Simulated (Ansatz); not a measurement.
```yaml
atoms:
  - { symbol: O, position_ang: [-1.1877, 0.8483, 1.0438] }
  - { symbol: C, position_ang: [0.2278, 0.8517, 1.2299] }
  - { symbol: Si, position_ang: [0.8978, -0.7972, 0.5334] }
  - { symbol: Si, position_ang: [-0.1386, -1.0867, -1.5623] }
  - { symbol: S, position_ang: [-0.5927, 0.8862, -2.3379] }
  - { symbol: H, position_ang: [-1.5596, 1.6419, 1.4517] }
  - { symbol: H, position_ang: [0.7129, 1.6847, 0.6828] }
  - { symbol: H, position_ang: [0.5035, 0.9546, 2.2976] }
  - { symbol: H, position_ang: [0.5900, -1.9186, 1.4717] }
  - { symbol: H, position_ang: [2.3823, -0.6821, 0.4006] }
  - { symbol: H, position_ang: [-1.3610, -1.9367, -1.4449] }
  - { symbol: H, position_ang: [0.7692, -1.7171, -2.5637] }
  - { symbol: H, position_ang: [-1.2237, 1.2361, -1.1879] }
```

Theory: Ansatz, RKS B3LYP-D4/def2-SVP.

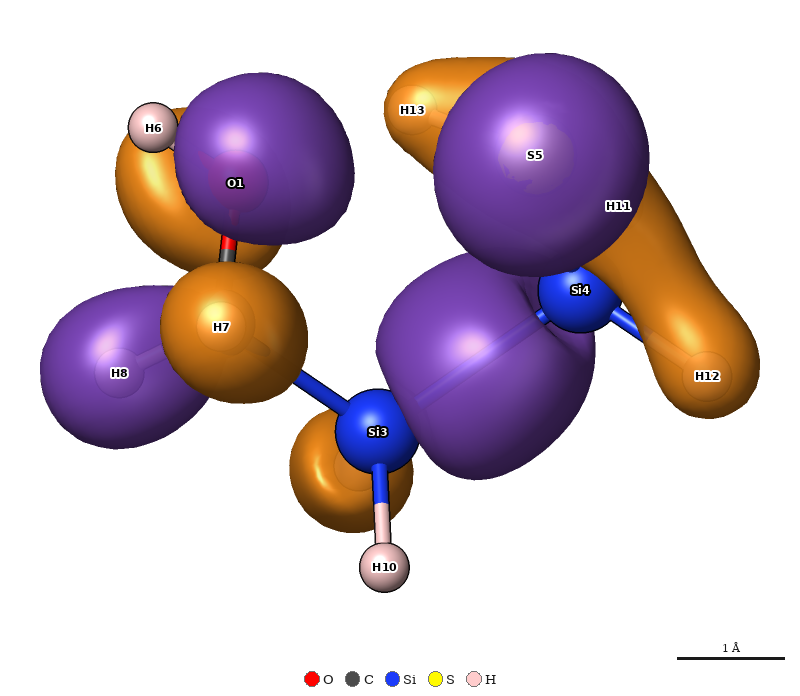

CH8OSSi2 (SMILES OC[SiH2][SiH2]S). The HOMO−1 at ±0.1 Å⁻³ᐟ² (orange and purple are the two phases), seen at a tilt.

Question: What is the character of this orbital?

Answer: By Hirshfeld shares it lies mainly on O1 (about 30 %), S5 (about 20 %), Si4 (about 15 %), Si3 (about 10 %) and C2 (about 10 %). Its energy is −7.84 eV.
